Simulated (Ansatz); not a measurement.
# A computed series for CaPb: response to strain

The parent structure is CaPb (space group P4/mmm, No. 123; a = 3.581 Å, c = 4.588 Å; a cell from a computed database, its experimental status unchecked). Axes: x, y, z lie along a, b, c of the conventional cell.

Strains are applied to the cell and any free atomic positions relax; under biaxial strain the out-of-plane vector relaxes too.

Level of theory: Ansatz (a program for electronic structure), r2SCAN, PAW, cutoff 500 eV, no spin-orbit coupling.

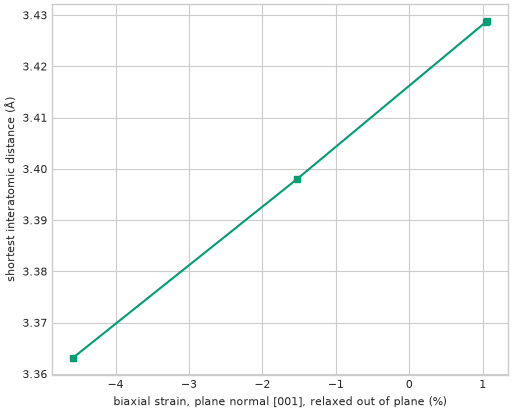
Figure. Shortest interatomic distance against biaxial strain, plane normal [001], relaxed out of plane

```csv
"biaxial strain, plane normal [001], relaxed out of plane (%)",shortest interatomic distance
-4.58,3.363 Å
-1.53,3.398 Å
1.05,3.429 Å
1.06,3.429 Å
```

Without a gap, meshes like the base's 13×13×10 leave anisotropic stresses uncertain by several tenths of a GPa, and small strain energies with them. Stability against distortions was not tested.
